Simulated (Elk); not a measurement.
Band structure of Sr3In (Fm-3m, 4 atoms in the cell).

```
Sr3In
1.0
    0.00000     4.33444     4.33444
    4.33444     0.00000     4.33444
    4.33444     4.33444     0.00000
Sr In
3 1
Cartesian
  6.50167   6.50167   6.50167
  2.16722   2.16722   2.16722
  4.33444   4.33444   4.33444
  0.00000   0.00000   0.00000
```

Level of theory: PBEsol, all-electron FP-LAPW, Elk's shipped species files, APW+lo basis with extra local orbitals in Elk.

Settings: xctype = 22; rgkmax = 8; stype = 3; swidth = 0.00367493 Ha; ngridk = 7 7 7; gmaxvr = 16 1/bohr; nxlo = 2; lorbcnd = true; lmaxi = 3.

The starting cell comes from a database of computed structures (which also holds hypothetical and non-ambient phases and stackings), without a prior relaxation at this level. Values depend on the basis (sphere radii, cutoffs, local orbitals), which need not be converged.

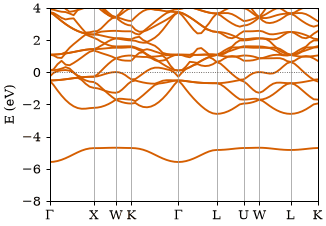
*Bands along the path, energies from the Fermi level.*

Levels in eV from the Fermi level, bands 22 to 29:
```csv
point,22,23,24,25,26,27,28,29
Γ,-0.51,-0.51,-0.51,-0.28,0.10,0.10,1.09,1.09
X,-2.21,-0.97,-0.61,-0.28,-0.28,1.35,1.43,1.43
W,-1.71,-1.71,-1.28,0.01,0.86,0.86,1.52,1.60
K,-1.95,-1.70,-0.57,-0.45,0.71,1.04,1.55,1.61
L,-2.59,-0.68,-0.68,0.63,0.64,1.07,1.07,1.08
U,-1.95,-1.70,-0.57,-0.45,0.71,1.04,1.55,1.61
```

Bands cross the Fermi level along this path, so the cell is metallic at this level.
